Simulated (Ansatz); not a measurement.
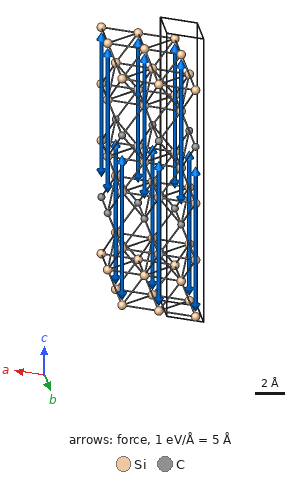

Starting geometry of solid Si₄C (a generated structure, set up in P-3m1) (coarse preliminary run) with the computed forces as blue arrows. Style: ball-and-stick. Shown: the cell of the calculation, repeated 3 × 2 × 1 with one cell outlined, from a free direction.

The calculation used DFT PBE, scalar-relativistic, plane waves, PAW (Ansatz 0.2.0).

Input
```yaml
crystal:
  lattice:
    - [2.78007737, 0.0, 0.0]
    - [-1.39003868, 2.40761762, 0.0]
    - [0.0, 0.0, 21.99140892]
  atoms:
    - { symbol: Si, position: [0.33333333, 0.66666667, 0.85] }
    - { symbol: Si, position: [0.33333333, 0.66666667, 0.05] }
    - { symbol: Si, position: [0.33333333, 0.66666667, 0.25] }
    - { symbol: Si, position: [0.33333333, 0.66666667, 0.45] }
    - { symbol: Si, position: [0.66666667, 0.33333333, 0.75] }
    - { symbol: Si, position: [0.66666667, 0.33333333, 0.95] }
    - { symbol: Si, position: [0.66666667, 0.33333333, 0.15] }
    - { symbol: Si, position: [0.66666667, 0.33333333, 0.55] }
    - { symbol: C, position: [0.33333333, 0.66666667, 0.65] }
    - { symbol: C, position: [0.66666667, 0.33333333, 0.35] }
basis:
  ecutwfc: 420
kpoints:
  mp_grid: { grid: [6, 6, 1] }
hamiltonian:
  xc: pbe
scf:
  occupations: { method: gaussian, width: 0.1 }
  lower_state_search: "off"
output:
  forces: true
  stress: true
  eigenvalues: true
relax:
  adjacent_minimum: "off"
  f_tol: 0.04
  max_steps: 70
  cell: { stress_tol: 0.4 }
```

Launched with:
```bash
ansatz run input.yaml --threads 1 --pin off --max-ram 2560MiB --backend cpu --events-out ev --progress --plain --runs-dir out
```

Question: What follows when this structure is relaxed?

Answer: It isn't relaxed: the largest force vector, on Si atoms, is 1.69 eV/Å. The final displacements follow the starting forces only in part (cosine between the two patterns 0.57). The energy falls by 751 meV per atom in 21 accepted moves (24 points after the start). The largest force component goes from 1.7 to 0.009 eV/Å. The pressure goes from −10.27 to 0.12 GPa. The line search rejected the trial steps at points 10, 13 of the run. The SCF was repeated once at an unchanged geometry on a basis and grid sized afresh for the cell, which shifted the energy by 1.0 meV per atom at most. The largest moves relative to the cell, 2.22 Å, are those of Si4 and Si8. Si4 goes along −c. Largest moves by element: Si 2.22 Å, C 1.33 Å. Cell: a = b 2.780 → 2.891 Å (+4.0 %), c 21.991 → 21.868 Å (−0.6 %). Volume +7.5 %. Some distances before and after: Si4–Si8 2.723 → 6.840 Å, Si3–Si4 4.398 → 2.426 Å, Si3–C10 2.723 → 2.017 Å, Si4–C10 2.723 → 2.111 Å. Bond angles that change, for instance: Si6–Si1–Si6 61.4° → 69.6°, Si5–Si1–Si6 107.8° → 101.3°, Si6–Si2–Si7 107.8° → 101.7°. The space group stays P-3m1 (No. 164).

Limits of the set-up: the k-point mesh is coarse for a cell with partly filled bands.
